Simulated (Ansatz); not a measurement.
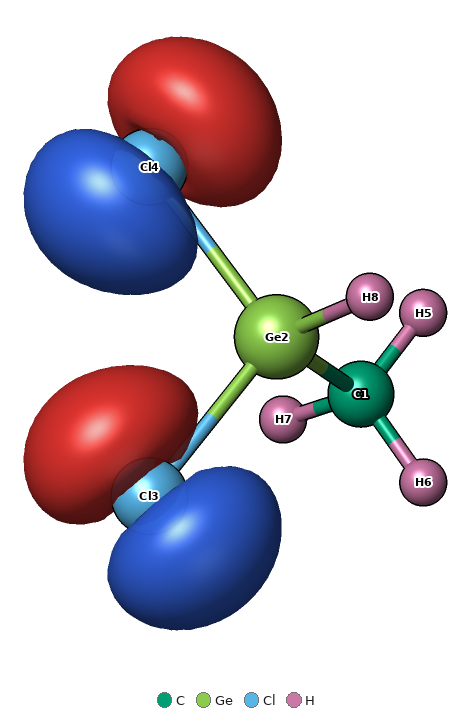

Figure. CH4Cl2Ge (SMILES [CH3][GeH]([Cl])[Cl]). The HOMO−1 at ±0.15 Å⁻³ᐟ² (red and blue are the two phases), seen at an oblique angle.

Geometry: PBE0-D4/def2-TZVP.

These are results of RKS PBE0-D4/def2-TZVPP in Ansatz 0.2.0, not measurements.

```xyz
8

C    -0.1880    1.0608   -0.1355
Ge    0.0417   -0.8244    0.2119
Cl    2.0772   -1.1778    0.8029
Cl   -0.2955   -1.9112   -1.6109
H    -1.2089    1.2498   -0.4690
H     0.0117    1.6278    0.7744
H     0.5102    1.3669   -0.9140
H    -0.8563   -1.4491    1.2843
```

### Describe this orbital and give its energy.

It lies mainly on Cl3 (about 45 %) and Cl4 (about 45 %); largely a combination of lone pairs on Cl3 and Cl4. Its energy is −8.99 eV.
